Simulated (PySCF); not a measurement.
# One shape, several levels: CHClFNSi (SMILES FC1=N[SiH]1Cl)

We compute a comparison of 6 runs (HF/STO-3G, HF/3-21G, HF/def2-SVP, PBE0/6-31G, wB97X/3-21G, PBE/6-31G*) of CHClFNSi. The job is set up through a Python script.

The calculation is run with PySCF 2.14.0.

### 1 Starting point

CHClFNSi has 6 atoms, charge 0, and is taken as a singlet. SMILES: `FC1=N[SiH]1Cl`. Geometry: relaxed at PBE0-D4/def2-TZVP.

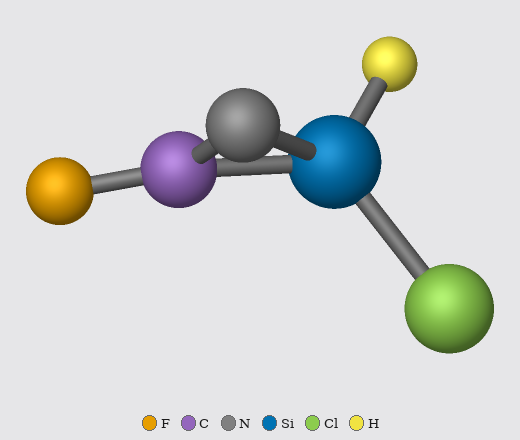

The structure, seen from a chosen angle (fluorine amber, carbon purple, nitrogen grey, silicon blue, chlorine green, hydrogen yellow).

### 2 Energy and gradient at HF/STO-3G (run 1)

run.py

```python
from pyscf import gto, scf

mol = gto.M(
    atom='''
F        0.158300      -2.281300      -0.638700
C        0.216600      -1.043700      -0.212100
N        1.240300      -0.391700       0.161000
Si      -0.233900       0.593200       0.234800
Cl      -0.525700       2.070200      -1.116500
H       -0.813600       0.989400       1.525400
''',
    max_memory=1860,
    basis='sto-3g',
    verbose=4,
)

myscf = scf.RHF(mol)
myscf.conv_tol = 1e-10
myscf.kernel()
if not myscf.converged:
    myscf = myscf.newton().run(myscf.mo_coeff, myscf.mo_occ)

energy = myscf.e_tot
print('E = %.10f Eh' % energy)
grad = myscf.nuc_grad_method().kernel()
myscf.analyze()
```

The run is started by

```bash
OMP_NUM_THREADS=1 python run.py
```

Output:

```text
PySCF version 2.14.0

[... 62 lines left out ...]
converged SCF energy = -929.910974913043
[... 17 lines left out ...]
Two-electron Energy =                  616.225079391948839
[... 5 lines left out ...]
MO #2   energy= -68.1012496757855  occ= 2
[... 3 lines left out ...]
MO #6   energy= -10.3600393637821  occ= 2
[... 3 lines left out ...]
MO #10  energy= -6.07957190119387  occ= 2
[... 3 lines left out ...]
MO #14  energy= -1.56289060777335  occ= 2
[... 3 lines left out ...]
MO #18  energy= -0.705506131276053 occ= 2
[... 3 lines left out ...]
MO #22  energy= -0.493721035160748 occ= 2
[... 3 lines left out ...]
MO #26  energy= -0.36189309926541  occ= 2
[... 3 lines left out ...]
MO #30  energy= 0.315837845784889  occ= 0
[... 3 lines left out ...]
MO #34  energy= 0.951234164840744  occ= 0
[... 4 lines left out ...]
pop of  0 F 2px           1.95027
pop of  0 F 2py           1.39110
pop of  0 F 2pz           1.84531
pop of  1 C 1s            1.99989
pop of  1 C 2s            1.11182
pop of  1 C 2px           1.09110
pop of  1 C 2py           0.85534
pop of  1 C 2pz           0.94831
pop of  2 N 1s            1.99989
pop of  2 N 2s            1.64659
pop of  2 N 2px           1.40629
pop of  2 N 2py           1.17958
pop of  2 N 2pz           1.06739
pop of  3 Si 1s           2.00000
pop of  3 Si 2s           1.99990
pop of  3 Si 3s           1.05996
pop of  3 Si 2px          1.99933
pop of  3 Si 2py          1.99875
pop of  3 Si 2pz          1.99889
pop of  3 Si 3px          0.78686
pop of  3 Si 3py          0.67526
pop of  3 Si 3pz          0.74492
pop of  4 Cl 1s           2.00000
pop of  4 Cl 2s           1.99988
pop of  4 Cl 3s           1.92190
pop of  4 Cl 2px          1.99997
pop of  4 Cl 2py          1.99981
pop of  4 Cl 2pz          1.99984
pop of  4 Cl 3px          1.95161
pop of  4 Cl 3py          1.67244
pop of  4 Cl 3pz          1.74423
pop of  5 H 1s            1.08942
 ** Mulliken atomic charges  **
charge of    0F =     -0.05082
charge of    1C =     -0.00646
charge of    2N =     -0.29974
charge of    3Si =      0.73613
charge of    4Cl =     -0.28969
charge of    5H =     -0.08942
Dipole moment(X, Y, Z, Debye): -1.93581, -0.57997,  1.76813
```

Wall time 1.6 s (1 thread of Arm Neoverse V2, shared host); peak memory 0.12 GiB.

### 3 Energy and gradient at HF/3-21G (run 2)

input.xyz

```xyz
6

F      0.158300    -2.281300    -0.638700
C      0.216600    -1.043700    -0.212100
N      1.240300    -0.391700     0.161000
Si    -0.233900     0.593200     0.234800
Cl    -0.525700     2.070200    -1.116500
H     -0.813600     0.989400     1.525400
```

calc.py

```python
import pyscf.grad
from pyscf import gto

mol = gto.M(
    atom='input.xyz',
    max_memory=1860,
    basis='3-21g',
    spin=0,
    verbose=4,
)

myscf = mol.RHF()
myscf.conv_tol = 1e-10
myscf.kernel()
if not myscf.converged:
    myscf = myscf.newton().run(myscf.mo_coeff, myscf.mo_occ)

e_tot = myscf.e_tot
print('E(%s) = %.9f' % ('HF', e_tot))
grad = myscf.Gradients().kernel()
myscf.analyze()
```

The run is started by

```bash
OMP_NUM_THREADS=1 python calc.py
```

Output:

```text
PySCF version 2.14.0

[... 79 lines left out ...]
Total Energy =                        -935.916481293876700
[... 7 lines left out ...]
MO #1   energy= -104.13404485789   occ= 2
[... 5 lines left out ...]
MO #7   energy= -7.99405300059774  occ= 2
[... 5 lines left out ...]
MO #13  energy= -4.32681551104615  occ= 2
[... 5 lines left out ...]
MO #19  energy= -0.723322522679108 occ= 2
[... 5 lines left out ...]
MO #25  energy= -0.491819148622968 occ= 2
[... 5 lines left out ...]
MO #31  energy= 0.195735643153515  occ= 0
[... 5 lines left out ...]
MO #37  energy= 0.561487098168848  occ= 0
[... 5 lines left out ...]
MO #43  energy= 0.987303232675579  occ= 0
[... 5 lines left out ...]
MO #49  energy= 1.49680571242992   occ= 0
[... 5 lines left out ...]
MO #55  energy= 4.19989920124767   occ= 0
[... 25 lines left out ...]
pop of  2 N 2pz           1.08577
pop of  2 N 3px           0.01001
pop of  2 N 3py           0.00443
pop of  2 N 3pz           0.00402
pop of  3 Si 1s           1.99999
pop of  3 Si 2s           1.99982
pop of  3 Si 3s           0.96136
pop of  3 Si 4s           0.02120
pop of  3 Si 2px          1.99980
pop of  3 Si 2py          1.99963
pop of  3 Si 2pz          1.99983
pop of  3 Si 3px          0.65228
pop of  3 Si 3py          0.68920
pop of  3 Si 3pz          0.77021
pop of  3 Si 4px          0.01814
pop of  3 Si 4py          0.02341
pop of  3 Si 4pz          0.02349
pop of  4 Cl 1s           1.99999
pop of  4 Cl 2s           1.99969
pop of  4 Cl 3s           1.85767
pop of  4 Cl 4s           0.00364
pop of  4 Cl 2px          1.99994
pop of  4 Cl 2py          1.99990
pop of  4 Cl 2pz          1.99991
pop of  4 Cl 3px          1.92287
pop of  4 Cl 3py          1.72071
pop of  4 Cl 3pz          1.76857
pop of  4 Cl 4px          0.00147
pop of  4 Cl 4py          0.00161
pop of  4 Cl 4pz          0.00183
pop of  5 H 1s            1.06515
pop of  5 H 2s            0.00384
 ** Mulliken atomic charges  **
charge of    0F =     -0.22420
charge of    1C =      0.16679
charge of    2N =     -0.43744
charge of    3Si =      0.84162
charge of    4Cl =     -0.27779
charge of    5H =     -0.06899
Dipole moment(X, Y, Z, Debye): -2.31683,  0.53270,  1.81368
```

It took 1.4 s on 1 thread of Arm Neoverse V2, shared host; peak memory 0.13 GiB.

Run 3 isn't shown in full; the table further down has it.

### 4 Energy and gradient at PBE0/6-31G (run 4)

input.py

```python
from pyscf import gto, dft

system = gto.M(
    atom='''
F      0.158300    -2.281300    -0.638700
C      0.216600    -1.043700    -0.212100
N      1.240300    -0.391700     0.161000
Si    -0.233900     0.593200     0.234800
Cl    -0.525700     2.070200    -1.116500
H     -0.813600     0.989400     1.525400
''',
    charge=0,
    basis='6-31g',
    max_memory=1860,
    verbose=4,
)

mf = dft.RKS(system)
mf.xc = 'pbe0'
mf.conv_tol = 1e-10
mf.grids.level = 5
mf.kernel()
if not mf.converged:
    mf = mf.newton().run(mf.mo_coeff, mf.mo_occ)

e_tot = mf.e_tot
print('E = %.10f Eh' % e_tot)
grad = mf.nuc_grad_method().kernel()
mf.analyze()
```

The run is started by

```bash
OMP_NUM_THREADS=1 python input.py
```

Output:

```text
PySCF version 2.14.0

[... 91 lines left out ...]
Total Energy =                        -942.318409417447015
[... 7 lines left out ...]
MO #1   energy= -101.725429959243  occ= 2
[... 5 lines left out ...]
MO #7   energy= -7.29478317351118  occ= 2
[... 5 lines left out ...]
MO #13  energy= -3.78523540513168  occ= 2
[... 5 lines left out ...]
MO #19  energy= -0.537333747710382 occ= 2
[... 5 lines left out ...]
MO #25  energy= -0.366236664641685 occ= 2
[... 5 lines left out ...]
MO #31  energy= 0.0596803030442228 occ= 0
[... 5 lines left out ...]
MO #37  energy= 0.326807752495712  occ= 0
[... 5 lines left out ...]
MO #43  energy= 0.590662329340462  occ= 0
[... 5 lines left out ...]
MO #49  energy= 0.948993045204543  occ= 0
[... 5 lines left out ...]
MO #55  energy= 2.23274325445854   occ= 0
[... 25 lines left out ...]
pop of  2 N 2pz           1.10067
pop of  2 N 3px           0.00791
pop of  2 N 3py           0.00627
pop of  2 N 3pz           0.00323
pop of  3 Si 1s           2.00000
pop of  3 Si 2s           1.99986
pop of  3 Si 3s           1.02150
pop of  3 Si 4s           0.02694
pop of  3 Si 2px          1.99991
pop of  3 Si 2py          1.99987
pop of  3 Si 2pz          1.99990
pop of  3 Si 3px          0.70293
pop of  3 Si 3py          0.71517
pop of  3 Si 3pz          0.79139
pop of  3 Si 4px          0.02375
pop of  3 Si 4py          0.02367
pop of  3 Si 4pz          0.02462
pop of  4 Cl 1s           2.00000
pop of  4 Cl 2s           1.99987
pop of  4 Cl 3s           1.86907
pop of  4 Cl 4s           0.00334
pop of  4 Cl 2px          1.99996
pop of  4 Cl 2py          1.99994
pop of  4 Cl 2pz          1.99995
pop of  4 Cl 3px          1.90395
pop of  4 Cl 3py          1.68971
pop of  4 Cl 3pz          1.74735
pop of  4 Cl 4px          0.00174
pop of  4 Cl 4py          0.00332
pop of  4 Cl 4pz          0.00318
pop of  5 H 1s            1.01533
pop of  5 H 2s            0.00543
 ** Mulliken atomic charges  **
charge of    0F =     -0.17620
charge of    1C =      0.12904
charge of    2N =     -0.38122
charge of    3Si =      0.67051
charge of    4Cl =     -0.22139
charge of    5H =     -0.02076
Dipole moment(X, Y, Z, Debye): -2.01379,  0.52231,  1.49241
```

It took 15 s on 1 thread of Arm Neoverse V2, shared host; peak memory 0.56 GiB.

Run 5 isn't shown in full; the table further down has it.

### 5 Energy and forces at PBE/6-31G(d) (spherical functions) (run 6)

mol.xyz

```xyz
6

F      0.158300    -2.281300    -0.638700
C      0.216600    -1.043700    -0.212100
N      1.240300    -0.391700     0.161000
Si    -0.233900     0.593200     0.234800
Cl    -0.525700     2.070200    -1.116500
H     -0.813600     0.989400     1.525400
```

run.py

```python
# FC1=N[SiH]1Cl
import pyscf.grad
from pyscf import gto, dft

mol = gto.M(
    atom='mol.xyz',
    basis='6-31g*',
    spin=0,
    verbose=3,
    max_memory=1860,
    charge=0,
)

calc0 = dft.RKS(mol, xc='pbe')
calc0.grids.level = 5
calc0.conv_tol = 1e-10
calc0.kernel()
if not calc0.converged:
    calc0 = calc0.newton().run(calc0.mo_coeff, calc0.mo_occ)

e_tot = calc0.e_tot
print(f'total energy: {e_tot:.8f} hartree')
grad = calc0.Gradients().kernel()
dip = calc0.dip_moment()
pop, q = calc0.mulliken_pop()
```

The run is started by

```bash
OMP_NUM_THREADS=1 python run.py
```

Output:

```text
converged SCF energy = -942.403573361771
total energy: -942.40357336 hartree
--------------- RKS gradients ---------------
         x                y                z
0 F     0.0027032463     0.0174312825     0.0062540386
1 C     0.0143597667     0.0079364827     0.0045459551
2 N    -0.0328618554    -0.0068690819    -0.0077247367
3 Si     0.0123858959    -0.0070642164    -0.0059660701
4 Cl     0.0015722868    -0.0096652179     0.0084910846
5 H     0.0018371867    -0.0017680457    -0.0056055032
----------------------------------------------
Dipole moment(X, Y, Z, Debye): -1.55979,  0.37798,  0.81779
 ** Mulliken pop  **
pop of  0 F 1s            1.99724
pop of  0 F 2s            0.94394
pop of  0 F 3s            1.01437
pop of  0 F 2px           1.19892
pop of  0 F 2py           0.96762
pop of  0 F 2pz           1.12593
pop of  0 F 3px           0.70295
pop of  0 F 3py           0.54600
pop of  0 F 3pz           0.67746
pop of  0 F 3dxy          0.00453
pop of  0 F 3dyz          0.00535
pop of  0 F 3dz^2         0.00242
pop of  0 F 3dxz          0.00055
pop of  0 F 3dx2-y2       0.00480
pop of  1 C 1s            1.99603
pop of  1 C 2s            0.68731
pop of  1 C 3s            0.44460
pop of  1 C 2px           0.78271
pop of  1 C 2py           0.61090
pop of  1 C 2pz           0.56405
pop of  1 C 3px           0.20077
pop of  1 C 3py          -0.00917
pop of  1 C 3pz           0.25068
pop of  1 C 3dxy          0.02680
pop of  1 C 3dyz          0.02145
pop of  1 C 3dz^2         0.01072
pop of  1 C 3dxz          0.00824
pop of  1 C 3dx2-y2       0.03363
pop of  2 N 1s            1.99747
pop of  2 N 2s            0.83089
pop of  2 N 3s            0.97895
pop of  2 N 2px           0.88536
pop of  2 N 2py           0.77270
pop of  2 N 2pz           0.65926
pop of  2 N 3px           0.35698
pop of  2 N 3py           0.39384
pop of  2 N 3pz           0.42614
pop of  2 N 3dxy          0.01265
pop of  2 N 3dyz          0.00140
pop of  2 N 3dz^2         0.00436
pop of  2 N 3dxz          0.01224
pop of  2 N 3dx2-y2       0.00857
pop of  3 Si 1s           1.99963
pop of  3 Si 2s           1.99500
pop of  3 Si 3s           0.99555
pop of  3 Si 4s           0.24213
pop of  3 Si 2px          1.98642
pop of  3 Si 2py          1.98527
pop of  3 Si 2pz          1.98650
pop of  3 Si 3px          0.59698
pop of  3 Si 3py          0.62149
pop of  3 Si 3pz          0.65162
pop of  3 Si 4px          0.09756
pop of  3 Si 4py          0.11457
pop of  3 Si 4pz          0.11485
pop of  3 Si 3dxy         0.05326
pop of  3 Si 3dyz         0.07484
pop of  3 Si 3dz^2        0.05168
pop of  3 Si 3dxz         0.04323
pop of  3 Si 3dx2-y2      0.06698
pop of  4 Cl 1s           1.99965
pop of  4 Cl 2s           1.99674
pop of  4 Cl 3s           1.41387
pop of  4 Cl 4s           0.53730
pop of  4 Cl 2px          1.99114
pop of  4 Cl 2py          1.98993
pop of  4 Cl 2pz          1.99026
pop of  4 Cl 3px          1.26709
pop of  4 Cl 3py          1.17402
pop of  4 Cl 3pz          1.20066
pop of  4 Cl 4px          0.61563
pop of  4 Cl 4py          0.47190
pop of  4 Cl 4pz          0.49371
pop of  4 Cl 3dxy         0.00212
pop of  4 Cl 3dyz         0.00748
pop of  4 Cl 3dz^2        0.00289
pop of  4 Cl 3dxz         0.00184
pop of  4 Cl 3dx2-y2      0.00316
pop of  5 H 1s            0.49832
pop of  5 H 2s            0.50312
 ** Mulliken atomic charges  **
charge of    0F =     -0.19209
charge of    1C =      0.37128
charge of    2N =     -0.34082
charge of    3Si =      0.32246
charge of    4Cl =     -0.15939
charge of    5H =     -0.00144
```

Wall time 24 s (1 thread of Arm Neoverse V2, shared host); peak memory 0.78 GiB.

### 6 The series

| run | level | integration grid | energy (Eh) | dipole moment (D) | HOMO energy (eV) | LUMO energy (eV) | wall time |
| --- | --- | --- | --- | --- | --- | --- | --- |
| 1 | HF/STO-3G | – | -929.910975 | 2.69 | -7.92 | 7.41 | 1.6 s |
| 2 | HF/3-21G | – | -935.916481 | 2.99 | -11.02 | 2.45 | 1.4 s |
| 3 | HF/def2-SVP | – | -940.365410 | 2.88 | -10.96 | 2.82 | 3.6 s |
| 4 | PBE0/6-31G | 5 | -942.318409 | 2.56 | -7.89 | -0.99 | 15 s |
| 5 | wB97X/3-21G | 5 | -938.063054 | 2.46 | -10.00 | 1.32 | 15 s |
| 6 | PBE/6-31G* (spherical functions) | 5 | -942.403573 | 1.80 | -6.19 | -1.53 | 24 s |

### 7 What came out

| quantity | value |
| --- | --- |
| run 6: total energy | -942.40357 Eh |
| run 6: dipole moment | 1.80 D |
| run 6: HOMO energy | -6.19 eV |
| run 6: LUMO energy | -1.53 eV |
| run 6: HOMO–LUMO gap | 4.66 eV |
| run 6: largest force on an atom | 1.771 eV/Å |

What this shows: The dipole moment (its size) runs from 1.80 D (PBE/6-31G*) to 2.99 D (HF/3-21G). The two ends differ in method and basis. The HOMO–LUMO gap runs from 4.66 eV (PBE/6-31G*) to 15.34 eV (HF/STO-3G). Totals of different functionals can't be ranked against each other. In run 1 the basis is minimal, so the values are rough. All runs together took 61 s, the longest 24 s.
